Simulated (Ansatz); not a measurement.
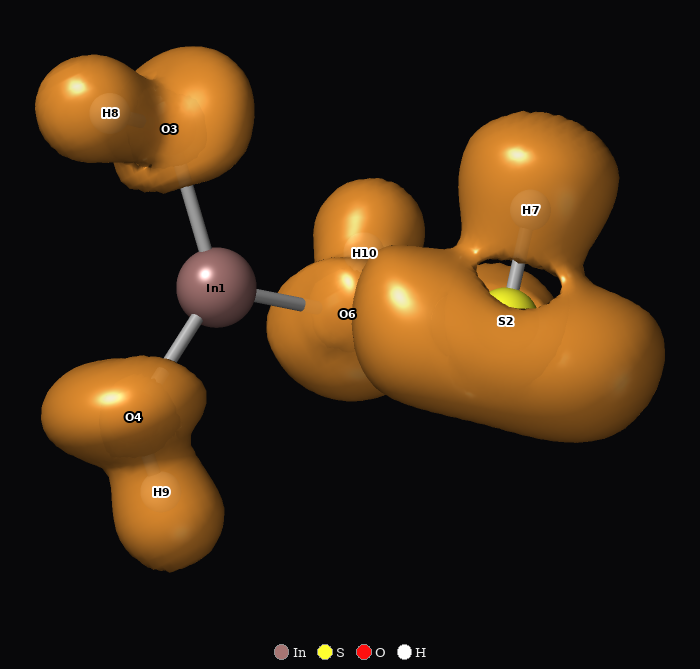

Figure 1: H3InO3···H2S. Isosurface of the ELF at 0.75 (orange), seen across its widest extent. Core shells and regions of very low density are left out.

Core potentials replace the inner electrons of In; not at a stationary point (largest force 1.2 eV/Å).

Method: Ansatz, RHF/def2-SVP.

```tsv
atom	x (Å)	y (Å)	z (Å)
In	-0.0112	-0.9435	0.4578
S	0.6979	2.2119	-1.4670
O	0.1900	-0.4997	2.3638
O	1.1709	-2.2206	-0.4561
H	-0.5135	1.6145	-1.4490
O	-1.6195	-0.1354	-0.5114
H	0.4291	3.0270	-0.4442
H	0.9298	-0.8478	2.8366
H	1.0414	-2.3881	-1.3765
H	-2.3149	0.1817	0.0457
```

Describe the localisation domains.

Answer. The surface consists of three joined regions spread over several atoms (H, O), in which their bonds and any lone pairs are merged and one joined region spread over several atoms (H, S), in which their bonds and any lone pairs are merged. Along the contacts the grid gives the following. O6···H5 (2.27 Å): the ELF dips to about 0.05 between them. In–O (1.97 Å): the ELF peaks at about 0.85 in the valence shell of O, 0.6 Å from its nucleus, and drops to about 0.10 between the two atoms.
